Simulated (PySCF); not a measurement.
Al(Cl)2(Me), SMILES [Al]([Cl])([CH3])[Cl], singlet at its CAM-B3LYP/def2-SVP optimised geometry (Å):

```
7

Al    -0.0261    -0.2655     0.0000
Cl    -0.9552    -2.1425     0.0247
Cl     2.0686    -0.2655     0.0000
C     -1.0369     1.3760     0.0000
H     -0.5590     2.1425    -0.6288
H     -1.0892     1.7837     1.0231
H     -2.0686     1.2240    -0.3496
```

Calculation: PySCF with CAM-B3LYP/def2-TZVP.

Map of the electron localisation function on the plane z = 0.6 Å:

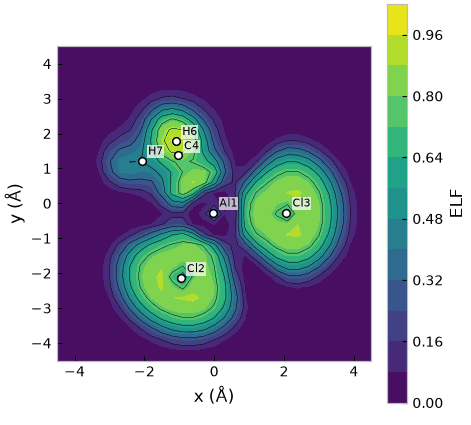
Electron localisation function on the plane z = 0.6 Å.
